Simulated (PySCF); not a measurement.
**F$_{2}$GeH$_{4}$P$_{2}$ (GeH3PHPF2): density, localisation and related maps**

```
atom    x (Å)    y (Å)    z (Å)
   F   3.1058   0.2513   0.8694
   P   1.5709   0.0749   1.3328
   F   1.3872  -1.4734   0.8841
   P   0.5893   0.9860  -0.4572
  Ge  -1.3554  -0.2864  -0.2314
   H   0.0831   2.0719   0.3256
   H  -2.4980   0.5563  -0.8201
   H  -1.1613  -1.5733  -1.0409
   H  -1.6595  -0.6235   1.2401
```

Geometry: PBE0-D3(BJ)/def2-SVP.

Computed with PySCF, B3LYP/def2-SVPD, SCF density, gas phase.

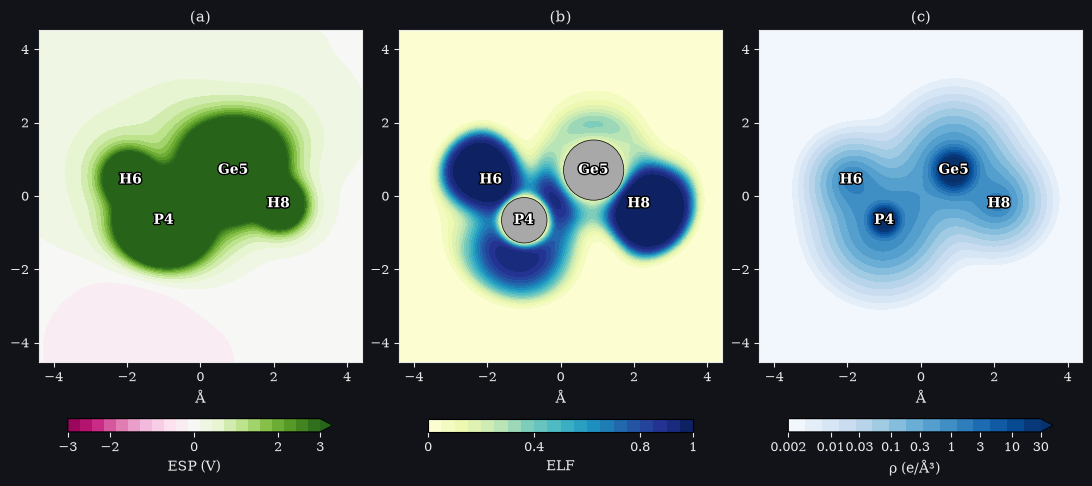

Figure 1. (a) molecular electrostatic potential; (b) ELF; (c) total electron density on the plane of atoms Ge5, P4 and H6. Grey discs cover the atomic cores in the ELF map.

> Describe what can be read from this map.

- The section cuts through P, Ge and H sites.
- Ge–P (2.33 Å): the density is about 0.63 e/Å³ at the midpoint; the ELF peaks at about 0.90 between the atoms (a shared electron pair).
- P–H (1.43 Å): ρ at the midpoint is about 1 e/Å³; the ELF climbs to about 1 towards the hydrogen, as it does in any bond to H.
- Ge–H (1.53 Å): the density is about 1.1 e/Å³ at the midpoint; the ELF climbs to about 1 towards the hydrogen.
- The ELF also peaks beside P4, away from the bonds: lone-pair regions.
- Outside the dense part of the molecule the potential is most negative (−0.4 V) near P4.

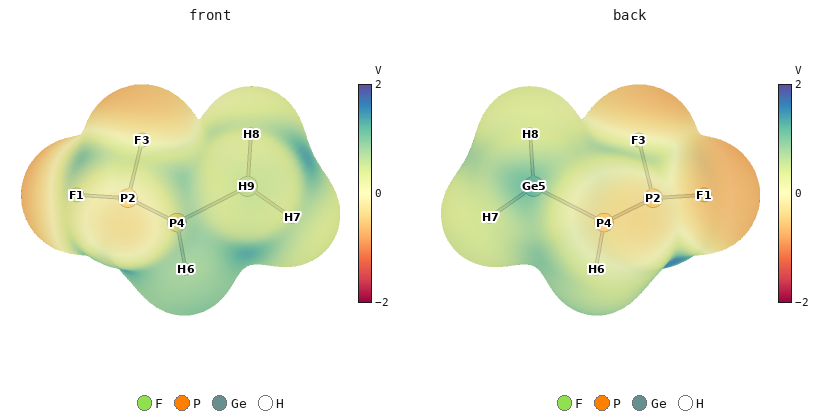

Figure 2. The molecular electrostatic potential painted on the density surface at 0.002 e/bohr³, seen from the front and from behind; red is negative and blue positive.

> Describe the electrostatic potential map.

The most negative region (about −0.7 V) lies over F1, the most positive (about +1.6 V) over P2.
